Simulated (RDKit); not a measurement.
Si$_{2}$H$_{6}$Te: property calculation

The run: property calculation of Si$_{2}$H$_{6}$Te, SMILES [SiH3][Te][SiH3]. Method and program: EHT (RDKit 2026.09.1).

The geometry comes from this level: GFN2-xTB.

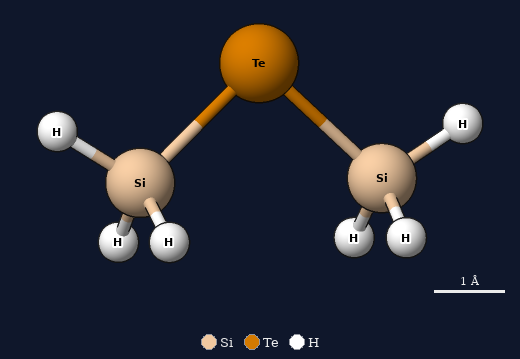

*The structure as given in the input (ball-and-stick view, seen at a tilt).*

Bond lengths as drawn: H–Si 1.45 to 1.46 Å and Si–Te 2.49 Å.

### The input (job.py)
```python
# eht eht with RDKit
import json
import numpy as np
from rdkit import Chem
from rdkit.Chem import AllChem
from rdkit.Chem import rdDetermineBonds
from rdkit.Chem import rdEHTTools

mol = Chem.MolFromXYZFile("mol.xyz")
symbols = [a.GetSymbol() for a in mol.GetAtoms()]
start = mol.GetConformer().GetPositions().copy()

ok, res = rdEHTTools.RunMol(mol, keepOverlapAndHamiltonianMatrices=True)
if not ok:
    raise RuntimeError("the extended Hueckel run failed")
eps = np.array(res.GetOrbitalEnergies())
nel = res.numElectrons
homo = (nel + 1) // 2 - 1
print(f"{res.numOrbitals} orbitals, {nel} valence electrons, sum of one-electron energies {res.totalEnergy:.4f} eV")
for i in range(max(0, homo - 5), min(len(eps), homo + 4)):
    print(f"{i + 1:4d} {eps[i]:10.4f} eV", "(HOMO)" if i == homo else "(LUMO)" if i == homo + 1 else "")
q = np.array(res.GetAtomicCharges())
print("Mulliken charges:", " ".join(f"{a}{i + 1}={c:+.3f}" for i, (a, c) in enumerate(zip(symbols, q))))
op = res.GetReducedOverlapPopulationMatrix()
pairs = [(k, i, op[i * (i + 1) // 2 + k]) for i in range(len(symbols)) for k in range(i) if abs(op[i * (i + 1) // 2 + k]) > 0.1]
print("reduced overlap populations above 0.1")
for k, i, p in pairs:
    print(f"  {symbols[k]}{k + 1}-{symbols[i]}{i + 1} {p:7.3f}")
json.dump(dict(symbols=symbols, start=start.tolist(), energy=res.totalEnergy * 23.060548, homo=eps[homo], lumo=eps[homo + 1] if homo + 1 < len(eps) else None, orbital_energies=eps.round(4).tolist(), charges_mulliken=q.tolist(), bond_orders=[[k + 1, i + 1, round(p, 4)] for k, i, p in pairs], nel=nel), open("results.json", "w"))
```

### File mol.xyz
```
9

Si    -0.814630     1.251200    -1.060270
Te     1.511640     0.467870    -0.648740
Si     0.856720    -1.237860     1.041980
H     -1.672860     0.182730    -1.562060
H     -0.708090     2.296740    -2.065430
H     -1.430470     1.799030     0.144180
H      2.094480    -1.877440     1.458760
H     -0.044380    -2.243210     0.487530
H      0.207600    -0.639080     2.204040
```

Run on 1 thread of Arm Neoverse V1, 24 GiB of memory available, shared host.

Launch command:
```bash
python job.py
```

### What the program printed
```
18 orbitals, 20 valence electrons, sum of one-electron energies -337.1533 eV
   5   -15.6904 eV
   6   -15.5204 eV
   7   -14.8997 eV
   8   -14.6146 eV
   9   -14.5832 eV
  10   -14.0626 eV (HOMO)
  11     1.3133 eV (LUMO)
  12     3.9252 eV
  13     4.7156 eV
Mulliken charges: Si1=+1.035 Te2=-0.707 Si3=+1.035 H4=-0.226 H5=-0.229 H6=-0.226 H7=-0.229 H8=-0.226 H9=-0.226
reduced overlap populations above 0.1
  Si1-Te2   0.670
  Te2-Si3   0.670
  Si1-H4   0.737
  Si1-H5   0.741
  Si1-H6   0.737
  Si3-H7   0.741
  Si3-H8   0.737
  Si3-H9   0.737
```

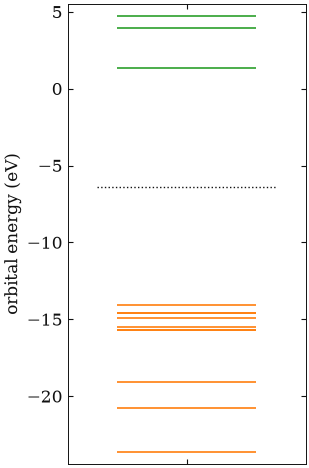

*Orbital energies near the frontier; the dotted line parts filled from empty levels, and levels within 0.02 eV of each other stand side by side.*

Highest filled −14.06 eV, lowest empty 1.31 eV, 15.37 eV apart.

### Results in brief

| quantity | value |
| --- | --- |
| outcome | converged |
| total energy | −12.390153 hartree |
| HOMO | −14.06 eV |
| LUMO | 1.31 eV |
| peak memory | 0.073 GiB |
